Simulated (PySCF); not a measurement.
# Run report: PS (charge −1), single-point calculation (part 2 of 2)

PS, charge −1, multiplicity 3; ROHF/jorge-dzp, nevpt2 (PySCF 2.14.0). 

Geometry of the input (Å):
```
P  0.0000  0.0000  0.0000
S  0.0000  0.0000  2.5280
```

Output, continued:
```
  [alpha occ-orbitals] [beta occ-orbitals]            CI coefficient
  [0 1 2 3 4]          [0 1 2]                         0.919745856435
  [0 1 2 3 4]          [0 2 3]                        -0.173111751817
  [0 1 2 3 4]          [0 1 4]                         0.173111751817
  [0 1 2 3 4]          [2 3 5]                         0.102786544485
  [0 1 2 3 4]          [1 4 5]                        -0.102786544485
  [1 2 3 4 5]          [0 2 3]                         0.111236810915
  [1 2 3 4 5]          [0 1 4]                        -0.111236810915
  [1 2 3 4 5]          [1 2 5]                        -0.172101070468
 ** Mulliken pop on meta-lowdin orthogonal AOs  **
 ** Mulliken pop  **
pop of  0 P 1s            1.99994
pop of  0 P 2s            1.99914
pop of  0 P 3s            1.94137
pop of  0 P 4s            0.00152
pop of  0 P 5s            0.00019
pop of  0 P 6s            0.00024
pop of  0 P 7s            0.00002
pop of  0 P 2px           1.99996
pop of  0 P 2py           1.99996
pop of  0 P 2pz           1.99996
pop of  0 P 3px           1.16200
pop of  0 P 3py           1.16200
pop of  0 P 3pz           1.00919
pop of  0 P 4px           0.00322
pop of  0 P 4py           0.00322
pop of  0 P 4pz           0.00031
pop of  0 P 5px           0.00065
pop of  0 P 5py           0.00065
pop of  0 P 5pz           0.00012
pop of  0 P 3dxy          0.00000
pop of  0 P 3dyz          0.00191
pop of  0 P 3dz^2         0.00400
pop of  0 P 3dxz          0.00191
pop of  0 P 3dx2-y2       0.00000
pop of  1 S 1s            1.99993
pop of  1 S 2s            1.99993
pop of  1 S 3s            1.94609
pop of  1 S 4s            0.00234
pop of  1 S 5s            0.00013
pop of  1 S 6s            0.00039
pop of  1 S 7s            0.00004
pop of  1 S 2px           1.99999
pop of  1 S 2py           1.99999
pop of  1 S 2pz           1.99994
pop of  1 S 3px           1.82098
pop of  1 S 3py           1.82098
pop of  1 S 3pz           1.09516
pop of  1 S 4px           0.00837
pop of  1 S 4py           0.00837
pop of  1 S 4pz           0.00036
pop of  1 S 5px           0.00059
pop of  1 S 5py           0.00059
pop of  1 S 5pz           0.00012
pop of  1 S 3dxy          0.00000
pop of  1 S 3dyz          0.00056
pop of  1 S 3dz^2         0.00308
pop of  1 S 3dxz          0.00056
pop of  1 S 3dx2-y2       0.00000
 ** Mulliken atomic charges  **
charge of    0P =     -0.29149
charge of    1S =     -0.70851
Mulliken spin population analysis on meta-Lowdin AOs:
 ** Mulliken pop on meta-lowdin orthogonal AOs  **
 ** Mulliken pop  **
pop of  0 P 1s            0.00000
pop of  0 P 2s            0.00007
pop of  0 P 3s            0.00111
pop of  0 P 4s           -0.00001
pop of  0 P 5s            0.00000
pop of  0 P 6s           -0.00000
pop of  0 P 7s            0.00000
pop of  0 P 2px           0.00003
pop of  0 P 2py           0.00003
pop of  0 P 2pz           0.00001
pop of  0 P 3px           0.82413
pop of  0 P 3py           0.82413
pop of  0 P 3pz           0.10825
pop of  0 P 4px           0.00191
pop of  0 P 4py           0.00191
pop of  0 P 4pz          -0.00001
pop of  0 P 5px           0.00043
pop of  0 P 5py           0.00043
pop of  0 P 5pz           0.00000
pop of  0 P 3dxy          0.00000
pop of  0 P 3dyz          0.00049
pop of  0 P 3dz^2        -0.00001
pop of  0 P 3dxz          0.00049
pop of  0 P 3dx2-y2       0.00000
pop of  1 S 1s            0.00000
pop of  1 S 2s           -0.00000
pop of  1 S 3s            0.00319
pop of  1 S 4s            0.00026
pop of  1 S 5s            0.00002
pop of  1 S 6s            0.00003
pop of  1 S 7s            0.00000
pop of  1 S 2px           0.00001
pop of  1 S 2py           0.00001
pop of  1 S 2pz          -0.00001
pop of  1 S 3px           0.16532
pop of  1 S 3py           0.16532
pop of  1 S 3pz          -0.10111
pop of  1 S 4px           0.00131
pop of  1 S 4py           0.00131
pop of  1 S 4pz           0.00001
pop of  1 S 5px           0.00009
pop of  1 S 5py           0.00009
pop of  1 S 5pz          -0.00001
pop of  1 S 3dxy          0.00000
pop of  1 S 3dyz          0.00025
pop of  1 S 3dz^2         0.00023
pop of  1 S 3dxz          0.00025
pop of  1 S 3dx2-y2       0.00000
 ** Mulliken atomic charges  **
charge of    0P =     13.23660
charge of    1S =     15.76340
spop of 0 P 1s          0.00000
spop of 0 P 2s          0.00007
spop of 0 P 3s          0.00111
spop of 0 P 4s         -0.00001
spop of 0 P 5s          0.00000
spop of 0 P 6s         -0.00000
spop of 0 P 7s          0.00000
spop of 0 P 2px         0.00003
spop of 0 P 2py         0.00003
spop of 0 P 2pz         0.00001
spop of 0 P 3px         0.82413
spop of 0 P 3py         0.82413
spop of 0 P 3pz         0.10825
spop of 0 P 4px         0.00191
spop of 0 P 4py         0.00191
spop of 0 P 4pz        -0.00001
spop of 0 P 5px         0.00043
spop of 0 P 5py         0.00043
spop of 0 P 5pz         0.00000
spop of 0 P 3dxy        0.00000
spop of 0 P 3dyz        0.00049
spop of 0 P 3dz^2      -0.00001
spop of 0 P 3dxz        0.00049
spop of 0 P 3dx2-y2     0.00000
spop of 1 S 1s          0.00000
spop of 1 S 2s         -0.00000
spop of 1 S 3s          0.00319
spop of 1 S 4s          0.00026
spop of 1 S 5s          0.00002
spop of 1 S 6s          0.00003
spop of 1 S 7s          0.00000
spop of 1 S 2px         0.00001
spop of 1 S 2py         0.00001
spop of 1 S 2pz        -0.00001
spop of 1 S 3px         0.16532
spop of 1 S 3py         0.16532
spop of 1 S 3pz        -0.10111
spop of 1 S 4px         0.00131
spop of 1 S 4py         0.00131
spop of 1 S 4pz         0.00001
spop of 1 S 5px         0.00009
spop of 1 S 5py         0.00009
spop of 1 S 5pz        -0.00001
spop of 1 S 3dxy        0.00000
spop of 1 S 3dyz        0.00025
spop of 1 S 3dz^2       0.00023
spop of 1 S 3dxz        0.00025
spop of 1 S 3dx2-y2     0.00000
Mulliken atomic spins:
spin of  0P =      1.76340
spin of  1S =      0.23660

******** <class 'pyscf.mrpt.nevpt2.NEVPT'> ********
NEVPT2 (5e+3e, 6o), ncore = 12, nvir = 30
root = 0
Natural occ [1.89004682 1.96930239 1.96930239 1.0289371  1.0289371  0.1134742 ]
Natural orbital (expansion on meta-Lowdin AOs) in CAS space
               #1        #2        #3        #4        #5
0 P 1s          -0.00177  -0.00000  -0.00000  -0.00000  -0.00000
0 P 2s          -0.01850   0.00000   0.00000   0.00000  -0.00000
0 P 3s           0.01460  -0.00000  -0.00000  -0.00000  -0.00000
0 P 4s          -0.02519  -0.00000  -0.00000  -0.00000  -0.00000
0 P 5s           0.00902  -0.00000  -0.00000  -0.00000  -0.00000
0 P 6s          -0.00939   0.00000   0.00000   0.00000   0.00000
0 P 7s          -0.00121   0.00000   0.00000   0.00000   0.00000
0 P 2px          0.00000  -0.00778  -0.00000  -0.00564  -0.00000
0 P 2py         -0.00000  -0.00000  -0.00778  -0.00000  -0.00564
0 P 2pz         -0.00737   0.00000  -0.00000   0.00000  -0.00000
0 P 3px          0.00000  -0.38136   0.00000  -0.92241  -0.00000
0 P 3py          0.00000  -0.00000  -0.38136   0.00000  -0.92241
0 P 3pz         -0.67208   0.00000   0.00000   0.00000   0.00000
0 P 4px         -0.00000   0.02466  -0.00000   0.04429  -0.00000
0 P 4py          0.00000  -0.00000   0.02466   0.00000   0.04429
0 P 4pz          0.00325   0.00000  -0.00000   0.00000  -0.00000
0 P 5px         -0.00000  -0.00974  -0.00000  -0.02117   0.00000
0 P 5py         -0.00000   0.00000  -0.00974   0.00000  -0.02117
0 P 5pz         -0.00691  -0.00000  -0.00000  -0.00000  -0.00000
0 P 3dxy        -0.00000  -0.00000  -0.00000   0.00000   0.00000
0 P 3dyz         0.00000  -0.00000   0.02679   0.00000  -0.02197
0 P 3dz^2        0.04252   0.00000  -0.00000   0.00000  -0.00000
0 P 3dxz        -0.00000   0.02679  -0.00000  -0.02197  -0.00000
0 P 3dx2-y2     -0.00000   0.00000   0.00000  -0.00000   0.00000
1 S 1s          -0.00002   0.00000   0.00000   0.00000   0.00000
1 S 2s           0.00081   0.00000   0.00000   0.00000   0.00000
1 S 3s          -0.07774  -0.00000   0.00000   0.00000  -0.00000
1 S 4s           0.02089  -0.00000  -0.00000  -0.00000   0.00000
1 S 5s           0.00569   0.00000   0.00000   0.00000  -0.00000
1 S 6s           0.00730   0.00000   0.00000   0.00000  -0.00000
1 S 7s           0.00079   0.00000   0.00000   0.00000  -0.00000
1 S 2px         -0.00000  -0.00895  -0.00000   0.00236  -0.00000
1 S 2py          0.00000   0.00000  -0.00895   0.00000   0.00236
1 S 2pz          0.00932  -0.00000  -0.00000  -0.00000  -0.00000
1 S 3px         -0.00000  -0.92141  -0.00000   0.38033  -0.00000
1 S 3py          0.00000  -0.00000  -0.92141   0.00000   0.38033
1 S 3pz          0.73271  -0.00000  -0.00000  -0.00000  -0.00000
1 S 4px         -0.00000  -0.06002  -0.00000   0.03519   0.00000
1 S 4py         -0.00000   0.00000  -0.06002   0.00000   0.03519
1 S 4pz          0.00541   0.00000   0.00000  -0.00000   0.00000
1 S 5px          0.00000  -0.01587   0.00000   0.00946  -0.00000
1 S 5py         -0.00000   0.00000  -0.01587  -0.00000   0.00946
1 S 5pz          0.00729  -0.00000   0.00000   0.00000   0.00000
1 S 3dxy         0.00000   0.00000  -0.00000  -0.00000   0.00000
1 S 3dyz        -0.00000   0.00000  -0.01228  -0.00000  -0.01613
1 S 3dz^2        0.03781   0.00000   0.00000  -0.00000   0.00000
1 S 3dxz        -0.00000  -0.01228  -0.00000  -0.01613  -0.00000
1 S 3dx2-y2     -0.00000  -0.00000  -0.00000   0.00000   0.00000
               #6
0 P 1s          -0.00168
0 P 2s          -0.01697
0 P 3s           0.17405
0 P 4s           0.00042
0 P 5s           0.00111
0 P 6s           0.00067
0 P 7s          -0.00054
0 P 2px          0.00000
0 P 2py         -0.00000
0 P 2pz         -0.00397
0 P 3px         -0.00000
0 P 3py          0.00000
0 P 3pz         -0.70193
0 P 4px          0.00000
0 P 4py          0.00000
0 P 4pz         -0.01563
0 P 5px         -0.00000
0 P 5py          0.00000
0 P 5pz         -0.00179
0 P 3dxy        -0.00000
0 P 3dyz         0.00000
0 P 3dz^2        0.00073
0 P 3dxz         0.00000
0 P 3dx2-y2      0.00000
1 S 1s          -0.00009
1 S 2s          -0.00041
1 S 3s          -0.16257
1 S 4s           0.04834
1 S 5s           0.01385
1 S 6s           0.01627
1 S 7s           0.00256
1 S 2px         -0.00000
1 S 2py          0.00000
1 S 2pz         -0.00438
1 S 3px          0.00000
1 S 3py          0.00000
1 S 3pz         -0.66808
1 S 4px          0.00000
1 S 4py         -0.00000
1 S 4pz          0.00943
1 S 5px          0.00000
1 S 5py         -0.00000
1 S 5pz         -0.00355
1 S 3dxy        -0.00000
1 S 3dyz        -0.00000
1 S 3dz^2        0.02776
1 S 3dxz         0.00000
1 S 3dx2-y2     -0.00000
<CAS-nat-orb|mo-hf>  13     13       0.98444703
<CAS-nat-orb|mo-hf>  14     14       0.98574085
<CAS-nat-orb|mo-hf>  15     15       0.98574085
<CAS-nat-orb|mo-hf>  16     16       0.98553869
<CAS-nat-orb|mo-hf>  17     17       0.98553869
<CAS-nat-orb|mo-hf>  18     18       0.95243671
Sr    (-1)',   E = -0.01516421898826
Si    (+1)',   E = -0.00065916974326
Sijrs (0)  ,   E = -0.12133096487025
Sijr  (+1) ,   E = -0.01330423080661
Srsi  (-1) ,   E = -0.04123815174912
Srs   (-2) ,   E = -0.07186520116578
Sij   (+2) ,   E = -0.00158724204593
Sir   (0)' ,   E = -0.05501736306411
Nevpt2 Energy = -0.320166542433331

WARN: System has nonzero charge -1; the dipole moment is origin-dependent.
Location of origin: [0. 0. 0.]

Dipole moment(X, Y, Z, Debye):  0.00000,  0.00000, -9.04792
orbital energies (hartree): [-0.1447 -0.1155 -0.1155  0.0479  0.0479  0.2818  0.6651  0.7348]
```

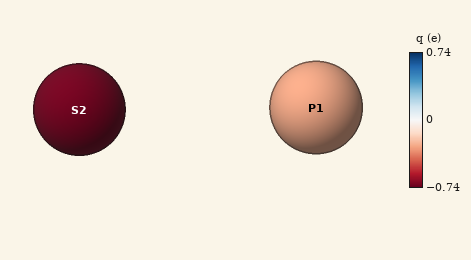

**Figure 1.** meta-Löwdin charges, as the colour of each atom (ball-and-stick view, seen on its broad side; atoms are numbered from 1 in the order of the input). By element: P −0.29 and S −0.71 e.

Results in brief:

- outcome: converged
- SCF energy: −738.240785 hartree
- wall time: 2 s
